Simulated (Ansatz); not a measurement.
## Electronic structure of F3H3OZr in real space

Input file:

```
crystal:
  periodic: [false, false, false]
  atoms:
    - {symbol: Zr, position_ang: [-0.659307, -0.252208, -0.563921]}
    - {symbol: O, position_ang: [1.136170, 0.078412, 0.947519]}
    - {symbol: F, position_ang: [0.047666, -1.992529, -0.844086]}
    - {symbol: F, position_ang: [-1.506368, 0.144201, 1.115371]}
    - {symbol: F, position_ang: [-2.096998, -0.099346, -1.793915]}
    - {symbol: H, position_ang: [1.827057, 0.677391, 0.648948]}
    - {symbol: H, position_ang: [0.410567, 1.073647, -1.326762]}
    - {symbol: H, position_ang: [0.841315, 0.370433, 1.816846]}
basis:
  gaussian: {orbitals: def2-TZVPP}
hamiltonian: {xc: pbe0, dispersion: d4}
output: {orbitals: {seedname: orbitals}}
```

Launched as:

```sh
ansatz run in.yaml --threads 8 --pin off --events-out ev --progress --plain --max-ram 19148MiB
```

The product side of a reaction path; geometry: PBE0-D4/def2-TZVP; a saddle point, not a minimum; core potentials replace the inner electrons of Zr.

Level of theory: RKS PBE0-D4/def2-TZVPP (Ansatz).

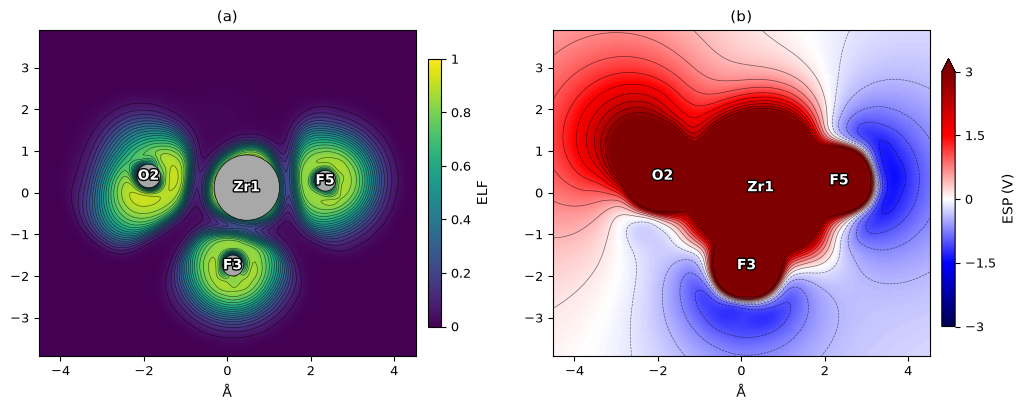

Figure 1. (a) ELF; (b) electrostatic potential on the plane of atoms O2, Zr1 and F3. Grey discs cover the atomic cores in the ELF map.

### What does the map show?

Atoms in the plane: Zr, O and F. Zr–F (1.90 Å): the ELF peaks at about 0.85 in the valence shell of F, 0.5 Å from its nucleus, and drops to about 0.25 between the two atoms. Zr–O (2.37 Å): the ELF is about 0.10 at the midpoint. Outside the dense part of the molecule the potential is most negative (−1.4 V) near F5.

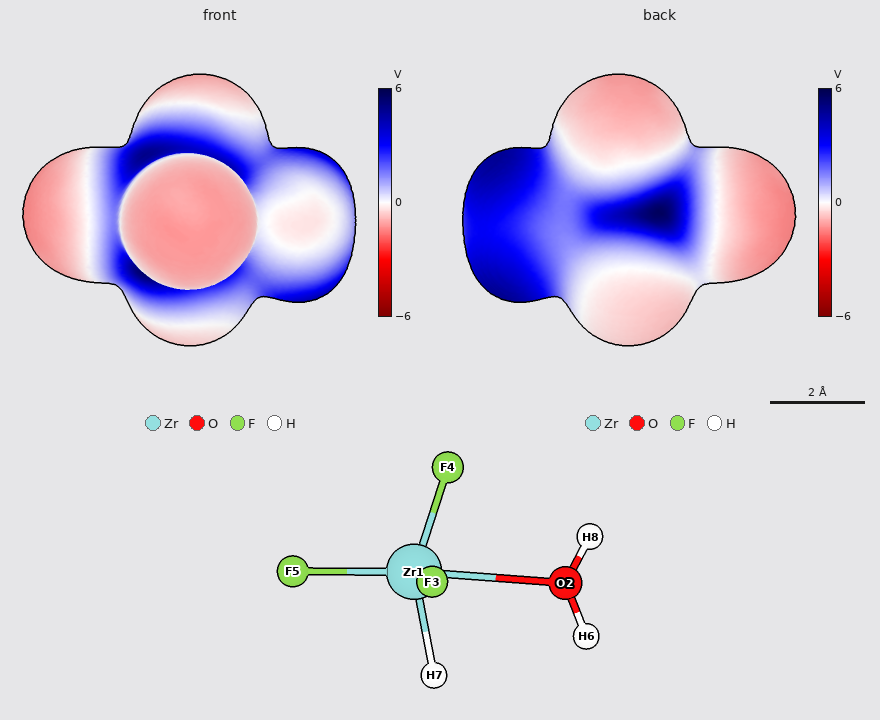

Figure 2. The molecular electrostatic potential painted on the density surface at 0.004 e/bohr³, seen from the front and from behind; red is negative and blue positive. The bare structure is drawn below in the same view.

### Where is the surface potential most negative and most positive?

The most negative region (about −1.4 V) lies over F5, the most positive (about +5.2 V) over Zr1.

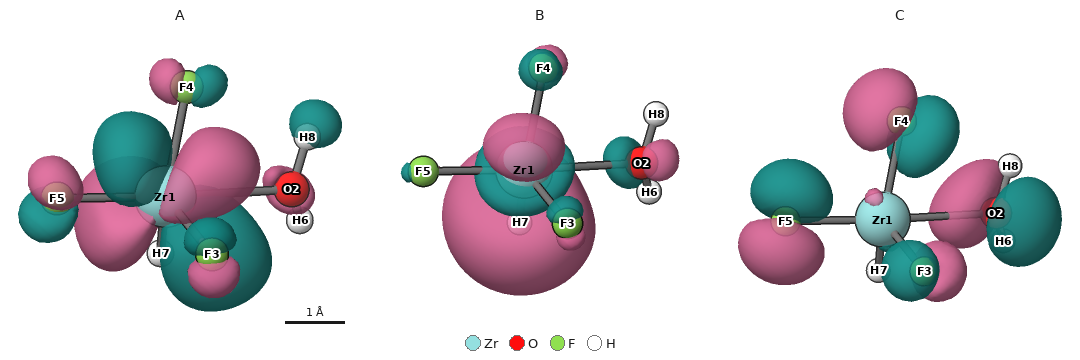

Figure 3. Three frontier orbitals at ±0.1 Å⁻³ᐟ² (teal and pink are the two phases), in no order.

### Which picture is the HOMO−1, the HOMO and the LUMO?

C is the HOMO−1 (−11.19 eV). It lies mainly on F5 (about 30 %), F4 (about 30 %), O2 (about 25 %) and F3 (about 5 %); largely a combination of lone pairs on F5, F4, O2 and F3. B is the HOMO (−8.29 eV). Its weight (Hirshfeld) is mainly on H7 (about 55 %) and Zr1 (about 40 %). A is the LUMO (−1.11 eV). Its weight (Hirshfeld) is mainly on Zr1 (about 70 %) and F5 (about 5 %).

### What is the HOMO–LUMO gap?

7.18 eV between the orbital energies.
